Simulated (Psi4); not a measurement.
**GeH2Cl2 (dichlorogermane), step by step**

Aim: a structure relaxation (wB97X-D/def2-SVP), then the harmonic vibrations of GeH2Cl2 (dichlorogermane). 

The results are computed with Psi4 1.11.

## (1) The structure to begin with

GeH2Cl2: 5 atoms, total charge 0, spin state singlet. SMILES: `[Cl][GeH2][Cl]`. The shape is that of a PBE0-D4/def2-TZVP (4 decimals) optimisation. The run starts from this shape.

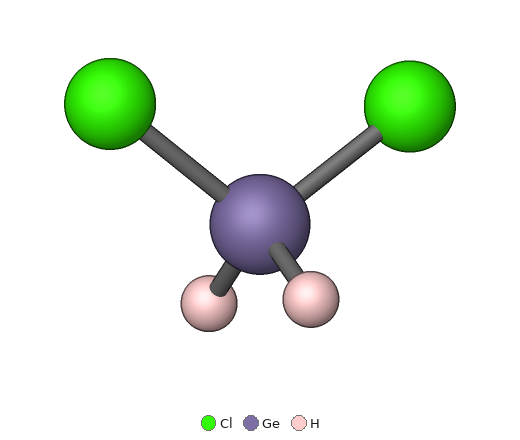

The structure, seen from a chosen angle (chlorine green, germanium purple, hydrogen pink).

## (2) A geometry optimisation at wB97X-D/def2-SVP (density fitting) (run 1)

The input, cl2geh2.sdf:

```

     RDKit          3D

  5  4  0  0  0  0  0  0  0  0999 V2000
   -1.7715   -0.1577    0.9772 Cl  0  0  0  0  0  0  0  0  0  0  0  0
    0.0274    0.0803   -0.1564 Ge  0  0  0  0  0  4  0  0  0  0  0  0
    1.5794   -1.0302    0.8110 Cl  0  0  0  0  0  0  0  0  0  0  0  0
   -0.1989   -0.5250   -1.5414 H   0  0  0  0  0  0  0  0  0  0  0  0
    0.4136    1.5589   -0.1319 H   0  0  0  0  0  0  0  0  0  0  0  0
  2  1  1  0
  3  2  1  0
  4  2  1  0
  5  2  1  0
M  END
$$$$
```

The input, calc.py:

```python
import psi4
from rdkit import Chem

psi4.set_memory(1600000000)
psi4.set_num_threads(1)
psi4.core.set_output_file('output.dat', False)

rd = Chem.SDMolSupplier('cl2geh2.sdf', removeHs=False, sanitize=False)[0]
xyz = rd.GetConformer().GetPositions()
atoms = '\n'.join(f'{a.GetSymbol()} {x:.4f} {y:.4f} {z:.4f}' for a, (x, y, z) in zip(rd.GetAtoms(), xyz))
geom = psi4.geometry('0 1\n' + atoms + '')

psi4.set_options({
    'geom_maxiter': 60,
})

result, w = psi4.optimize('wb97x-d/def2-SVP', molecule=geom, return_wfn=True)
print(f'wb97x-d/def2-SVP energy: {result:.10f} Eh')
geom.save_xyz_file('final.xyz', False)
for k, v in sorted(psi4.core.scalar_variables().items()):
    print(f'{k:45s} {v:18.10f}')
```

Started as:

```sh
$ python calc.py
```

output.dat:

```text
gradient() will perform analytic gradient computation.

   => Loading Basis Set <=

    Name: DEF2-SVP
    Role: ORBITAL
    Keyword: BASIS

   => WB97X-D: Empirical Dispersion <=

    Chai and Head-Gordon Dispersion Correction

        s6 =       1.000000

         ---------------------------------------------------------
                                   SCF
                              RKS Reference
                        1 Threads,   1525 MiB Core
         ---------------------------------------------------------

  ==> Geometry <==

    Molecular point group: c1
    Full point group: C1

    Geometry (in Angstrom), charge = 0, multiplicity = 1:

       Center              X                  Y                   Z               Mass
    ------------   -----------------  -----------------  -----------------  -----------------
         CL          -1.740818179141     0.079227162475     0.639350510715    34.968852682000
         GE           0.058081820859     0.317227162475    -0.494249489285    73.921177761000
         CL           1.610081820859    -0.793272837525     0.473150510715    34.968852682000
         H           -0.168218179141    -0.288072837525    -1.879249489285     1.007825032230
         H            0.444281820859     1.795827162475    -0.469749489285     1.007825032230

  Running in c1 symmetry.

  Rotational constants: A =      0.26364  B =      0.07896  C =      0.06228 [cm^-1]
  Rotational constants: A =   7903.69898  B =   2367.15931  C =   1867.06410 [MHz]
  Nuclear repulsion =  347.600220461253969

  Charge       = 0
  Multiplicity = 1
  Electrons    = 68
  Nalpha       = 34
  Nbeta        = 34

  ==> Algorithm <==

  SCF Algorithm Type is DF.
  DIIS enabled.
  MOM disabled.
  Fractional occupation disabled.
  Guess Type is SAD.
  Energy threshold   = 1.00e-08
  Density threshold  = 1.00e-08
  Integral threshold = 1.00e-12

  ==> Primary Basis <==

  Basis Set: DEF2-SVP
    Blend: DEF2-SVP
    Number of shells: 34
    Number of basis functions: 78
    Number of Cartesian functions: 83
    Spherical Harmonics?: true
    Max angular momentum: 2

  ==> DFT Potential <==

   => LibXC <=

    Version 7.1.2

   => Composite Functional: WB97X-D <=

    wB97X-D Hyb-GGA Exchange-Correlation Functional

    Deriv               =              1
    GGA                 =           TRUE
    Meta                =          FALSE

    Exchange Hybrid     =           TRUE
    MP2 Hybrid          =          FALSE

   => Exchange-Correlation Functionals <=

    1.0000   wB97X-D range-separated functional

   => Exact (HF) Exchange <=

    0.7780            HF,LR [omega = 0.2000]
    0.2220               HF

   => LibXC Density Thresholds  <==

    XC_HYB_GGA_XC_WB97X_D:  1.00E-14

   => Molecular Quadrature <=

    Radial Scheme          =       TREUTLER
    Pruning Scheme         =           NONE
    Nuclear Scheme         =       TREUTLER

    Blocking Scheme        =         OCTREE
    BS radius alpha        =              1
    Pruning alpha          =              1
    Radial Points          =             75
    Spherical Points       =            302
    Total Points           =         106666
    Total Blocks           =            862
    Max Points             =            256
    Max Functions          =             75
    Weights Tolerance      =       1.00E-15

   => Loading Basis Set <=

    Name: (DEF2-SVP AUX)
    Role: JKFIT
    Keyword: DF_BASIS_SCF

  ==> Integral Setup <==

  DFHelper Memory: AOs need 0.077 GiB; user supplied 0.937 GiB.
  SCF_SUBTYPE=INCORE selected. In-core MEM_DF algorithm will be used.
  Using in-core AOs.

  ==> MemDFJK: Density-Fitted J/K Matrices <==

    J tasked:                   Yes
    K tasked:                   Yes
    wK tasked:                  Yes
    Omega:                2.000E-01
    Memory [MiB]:               959
    Algorithm:                 Core
    Schwarz Cutoff:           1E-12
    Mask sparsity (%):       2.9915
    Fitting Condition:        1E-10

   => Auxiliary Basis Set <=

  Basis Set: (DEF2-SVP AUX)
    Blend: DEF2-UNIVERSAL-JKFIT
    Number of shells: 148
    Number of basis functions: 558
    Number of Cartesian functions: 721
    Spherical Harmonics?: true
    Max angular momentum: 5

  Cached 100.0% of DFT collocation blocks in 0.181 [GiB].

  Minimum eigenvalue in the overlap matrix is 1.5563714528E-02.
  Reciprocal condition number of the overlap matrix is 4.1838398482E-03.
    Using symmetric orthogonalization.

  ==> Pre-Iterations <==

  SCF Guess: Superposition of Atomic Densities via on-the-fly atomic UHF (no occupation information).

   -------------------------
    Irrep   Nso     Nmo
   -------------------------
     A         78      78
   -------------------------
    Total      78      78
   -------------------------

  ==> Iterations <==

                           Total Energy        Delta E     RMS |[F,P]|

   @DF-RKS iter SAD: -2994.74322183448521   -2.99474e+03   0.00000e+00
[... 1 line left out ...]
   @DF-RKS iter   2: -2996.38733315471973    5.92563e-01   4.32412e-02 DIIS/ADIIS
[... 1 line left out ...]
   @DF-RKS iter   4: -2998.19349753285042   -3.13116e-03   1.22236e-04 DIIS/ADIIS
[... 1 line left out ...]
   @DF-RKS iter   6: -2998.19359547757313   -1.21935e-05   1.23912e-05 DIIS
[... 1 line left out ...]
   @DF-RKS iter   8: -2998.19359659545080   -4.06112e-08   6.72533e-07 DIIS
[... 1 line left out ...]
   @DF-RKS iter  10: -2998.19359659860265   -1.33241e-10   3.19733e-08 DIIS
[... 1 line left out ...]
  Energy and wave function converged.
[... 32 lines left out ...]
  @DF-RKS Final Energy: -2998.19359659861084
[... 4 lines left out ...]
    One-Electron Energy =               -4858.8989978006156889
[... 1 line left out ...]
    DFT Exchange-Correlation Energy =    -101.0013680478311500
[... 1 line left out ...]
    VV10 Nonlocal Energy =                  0.0000000000000000
[... 15 lines left out ...]
 Dipole X            :          0.2440416           -0.1659863            0.0780553
[... 1 line left out ...]
 Dipole Z            :         -2.0770130            1.4126359           -0.6643771
[... 122 lines left out ...]
	                                 ==> Convergence Check <==
[... 6 lines left out ...]
	   Step    Total Energy     Delta E     Max Force     RMS Force      Max Disp      RMS Disp   ~
[... 105 lines left out ...]
                           Total Energy        Delta E     RMS |[F,P]|
[... 2 lines left out ...]
   @DF-RKS iter   1: -2998.19370553126964   -6.44108e-03   4.84978e-05 DIIS
[... 1 line left out ...]
   @DF-RKS iter   3: -2998.19371466090161   -2.12592e-06   2.38832e-06 DIIS
[... 1 line left out ...]
   @DF-RKS iter   5: -2998.19371468790496   -6.05723e-09   2.90781e-07 DIIS
[... 1 line left out ...]
   @DF-RKS iter   7: -2998.19371468847612   -2.18279e-11   2.53223e-08 DIIS
[... 1 line left out ...]
  Energy and wave function converged.
[... 12 lines left out ...]
  @DF-RKS Final Energy: -2998.19371468848294
[... 4 lines left out ...]
    One-Electron Energy =               -4855.8555086985579692
[... 1 line left out ...]
    DFT Exchange-Correlation Energy =    -100.9976659511461463
[... 1 line left out ...]
    VV10 Nonlocal Energy =                  0.0000000000000000
[... 15 lines left out ...]
 Dipole X            :          0.2460188           -0.1664951            0.0795237
[... 1 line left out ...]
 Dipole Z            :         -2.0934672            1.4167617           -0.6767055
[... 90 lines left out ...]
	                                 ==> Convergence Check <==
[... 6 lines left out ...]
	   Step    Total Energy     Delta E     Max Force     RMS Force      Max Disp      RMS Disp
[... 71 lines left out ...]
    Weights Tolerance      =       1.00E-15
[... 21 lines left out ...]
   @DF-RKS iter   0: -2998.19256309355478   -2.99819e+03   7.10302e-05
[... 1 line left out ...]
   @DF-RKS iter   2: -2998.19371944643308   -1.43609e-07   4.28115e-06 DIIS
[... 1 line left out ...]
   @DF-RKS iter   4: -2998.19371950889808   -1.88720e-09   2.72038e-07 DIIS
[... 1 line left out ...]
   @DF-RKS iter   6: -2998.19371950939330   -2.72848e-11   2.20958e-08 DIIS
[... 1 line left out ...]
  Energy and wave function converged.
[... 20 lines left out ...]
      35A      0.048913    36A      0.069331    37A      0.101956
      38A      0.143823    39A      0.232719    40A      0.340296
      41A      0.347777    42A      0.348935    43A      0.394089
[... 11 lines of this table left out ...]
      77A      2.659523    78A      2.732065

    Final Occupation by Irrep:
              A
    DOCC [    34 ]
    NA   [    34 ]
    NB   [    34 ]

  @DF-RKS Final Energy: -2998.19371950939421

   => Energetics <=

    Nuclear Repulsion Energy =            345.8555287411189738
    One-Electron Energy =               -4855.4013137062811438
    Two-Electron Energy =                1612.3503331665885980
    DFT Exchange-Correlation Energy =    -100.9970106110497881
    Empirical Dispersion Energy =          -0.0012570997711900
    VV10 Nonlocal Energy =                  0.0000000000000000
    Total Energy =                      -2998.1937195093942137

Computation Completed

Properties will be evaluated at   0.000000,   0.000000,   0.000000 [a0]

Properties computed using the SCF density matrix

 Multipole Moments:

 ------------------------------------------------------------------------------------
     Multipole            Electronic (a.u.)      Nuclear  (a.u.)        Total (a.u.)
 ------------------------------------------------------------------------------------

 L = 1.  Multiply by 2.5417464519 to convert [e a0] to [Debye]
 Dipole X            :          0.2458933           -0.1662936            0.0795997
 Dipole Y            :          1.3429680           -0.9082267            0.4347413
 Dipole Z            :         -2.0923807            1.4150430           -0.6773377
 Magnitude           :                                                    0.8087784

 ------------------------------------------------------------------------------------

	total time  =          6 seconds =       0.10 minutes

         ------------------------------------------------------------
                                   SCF GRAD
         ------------------------------------------------------------

  ==> Geometry <==

    Molecular point group: c1
    Full point group: C1

    Geometry (in Angstrom), charge = 0, multiplicity = 1:

       Center              X                  Y                   Z               Mass
    ------------   -----------------  -----------------  -----------------  -----------------
         CL          -1.752729742085     0.081532699298     0.641107801347    34.968852682000
         GE           0.058206012593     0.317894736172    -0.495283169942    73.921177761000
         CL           1.621712417253    -0.797089471090     0.473736287164    34.968852682000
         H           -0.167095484009    -0.283595774875    -1.880149770750     1.007825032230
         H            0.443798798832     1.794816460841    -0.474329797944     1.007825032230

  Nuclear repulsion =  345.855528741118974

   => Molecular Quadrature <=

    Radial Scheme          =       TREUTLER
    Pruning Scheme         =           NONE
    Nuclear Scheme         =       TREUTLER

    Blocking Scheme        =         OCTREE
    BS radius alpha        =              1
    Pruning alpha          =              1
    Radial Points          =             75
    Spherical Points       =            302
    Total Points           =         106668
    Total Blocks           =            865
    Max Points             =            254
    Max Functions          =             75
    Weights Tolerance      =       1.00E-15

  -Total Gradient:
     Atom            X                  Y                   Z
    ------   -----------------  -----------------  -----------------
       1       -0.000001677835    -0.000103870515     0.000154559511
       2       -0.000003374627    -0.000017335809     0.000024461086
       3       -0.000034704184    -0.000095330601     0.000156213111
       4       -0.000021148221    -0.000102185968     0.000109413319
       5       -0.000007770536    -0.000056374372     0.000139777802

	total time  =          5 seconds =       0.08 minutes

    			-----------------------------------------

    			 OPTKING 3.0: for geometry optimizations

    			        with contributions from

    			-----------------------------------------

	                            ===> Fragment 1 <==

	 Z (Atomic Numbers)          Masses                          Geom
	      17.000000            34.968853         -3.31217918  0.15407447  1.21151816
	      32.000000            73.921178          0.10999342  0.60073399 -0.93594955
	      17.000000            34.968853          3.06459232 -1.50628080  0.89523184
	       1.000000             1.007825         -0.31576470 -0.53591834 -3.55296814
	       1.000000             1.007825          0.83865818  3.39171156 -0.89635341

	 - Coordinate -           - BOHR/RAD -       - ANG/DEG -
	 R(1,2)           =         4.064774           2.150986
	 R(2,3)           =         4.064774           2.150986
	 R(2,4)           =         2.884794           1.526567
[... 18 lines of this table left out ...]
	 O(5,2,3,4)       =         0.879888          50.413845

	        --- Internal Coordinate Step in ANG or DEG, aJ/ANG or AJ/DEG ---
	-------------------------------------------------------------------------------
	           Coordinate      Previous         Force          Change          New
	           ----------      --------        ------          ------        ------
	               R(1,2)       2.15099       -0.00011       -0.00001       2.15097
	               R(2,3)       2.15099       -0.00011       -0.00001       2.15097
	               R(2,4)       1.52657       -0.00015       -0.00006       1.52651
[... 18 lines of this table left out ...]
	           O(5,2,3,4)      50.41384        0.00000        0.01781      50.43166
	-------------------------------------------------------------------------------

	                                 ==> Convergence Check <==

	Measures of convergence in internal coordinates in au.

	Criteria marked as inactive (o), active & met (*), and active & unmet ( ).

	----------------------------------------------------------------------------------------------
	   Step    Total Energy     Delta E     Max Force     RMS Force      Max Disp      RMS Disp
	----------------------------------------------------------------------------------------------
	  Convergence Criteria     1.00e-06 *    3.00e-04 *             o    1.20e-03 *             o
	----------------------------------------------------------------------------------------------
	     3   -2998.19371951   -4.82e-06      5.20e-05 *    2.21e-05 o    5.32e-04 *    2.69e-04 o  ~
	----------------------------------------------------------------------------------------------

Next Geometry in Ang
	Fragment 1 (Ang)

	   Cl  -1.7530171406   0.0817467517   0.6409156259
	   Ge   0.0581842191   0.3177747552  -0.4950936551
	   Cl   1.6220484417  -0.7970372453   0.4735133730
	    H  -0.1670796503  -0.2835681443  -1.8799692583
	    H   0.4437561327   1.7946425330  -0.4742847356

    Final optimized geometry and variables:
    Molecular point group: c1
    Full point group: C1

    Geometry (in Angstrom), charge = 0, multiplicity = 1:

    CL          -1.752729742085     0.081532699298     0.641107801347
    GE           0.058206012593     0.317894736172    -0.495283169942
    CL           1.621712417253    -0.797089471090     0.473736287164
    H           -0.167095484009    -0.283595774875    -1.880149770750
    H            0.443798798832     1.794816460841    -0.474329797944

[set-up sections that repeat, and orbital energies of the middle runs, are left out above]
```

The script printed:

```text
Some dependencies such as QCElemental have not yet finished migration to pydantic v2. If issues are encountered please downgrade pydantic or upgrade QCElemental as appropriate
	Previous geometry is closer to target in internal coordinates, so using that one.

	Best geometry has RMS(Delta(q)) = 2.68e-08

Optimizer: Optimization complete!
wb97x-d/def2-SVP energy: -2998.1937195094 Eh
CURRENT ENERGY                                  -2998.1937195094
CURRENT REFERENCE ENERGY                        -2998.1937195094
DD SOLVATION ENERGY                                 0.0000000000
DFT FUNCTIONAL TOTAL ENERGY                     -2998.1924624096
DFT TOTAL ENERGY                                -2998.1937195094
DFT VV10 ENERGY                                     0.0000000000
DFT XC ENERGY                                    -100.9970106110
DISPERSION CORRECTION ENERGY                       -0.0012570998
GRID ELECTRONS ALPHA                               33.9999921767
GRID ELECTRONS BETA                                33.9999921767
GRID ELECTRONS TOTAL                               67.9999843535
NUCLEAR REPULSION ENERGY                          345.8555287411
ONE-ELECTRON ENERGY                             -4855.4013137063
OPTIMIZATION ITERATIONS                             3.0000000000
PCM POLARIZATION ENERGY                             0.0000000000
PE ENERGY                                           0.0000000000
SCF ITERATION ENERGY                            -2998.1937195094
SCF ITERATIONS                                      7.0000000000
SCF TOTAL ENERGY                                -2998.1937195094
TWO-ELECTRON ENERGY                              1612.3503331666
WB97X-D DISPERSION CORRECTION ENERGY               -0.0012570998
XC GRID RADIAL POINTS                              75.0000000000
XC GRID SPHERICAL POINTS                          302.0000000000
XC GRID TOTAL POINTS                           106668.0000000000
```

Run time: 48 s. Hardware: 1 thread of Intel Xeon at 2.50GHz (Skylake/Cascade Lake), shared host; peak memory 0.56 GiB.

Step by step:

```csv
step,energy from the first frame kept (eV),largest force (eV/Å)
0,0.0000,0.2273
1,-0.0032,0.0246
2,-0.0033,0.0096
```

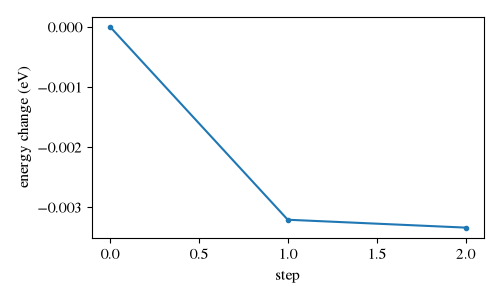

Energy along the run.

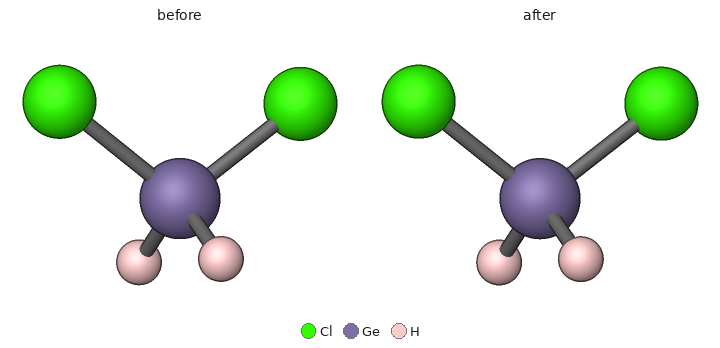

Before and after, at one scale.

After the run. Bond lengths: Cl1–Ge2 2.151 Å, Ge2–Cl3 2.151 Å, Ge2–H4 1.527 Å, Ge2–H5 1.527 Å. Angles: Cl1–Ge2–Cl3 108.5°, Cl1–Ge2–H4 108.2°, Cl1–Ge2–H5 108.2°, Cl3–Ge2–H4 108.2°, Cl3–Ge2–H5 108.2°, H4–Ge2–H5 115.5°.

[end of part 1 of 2]
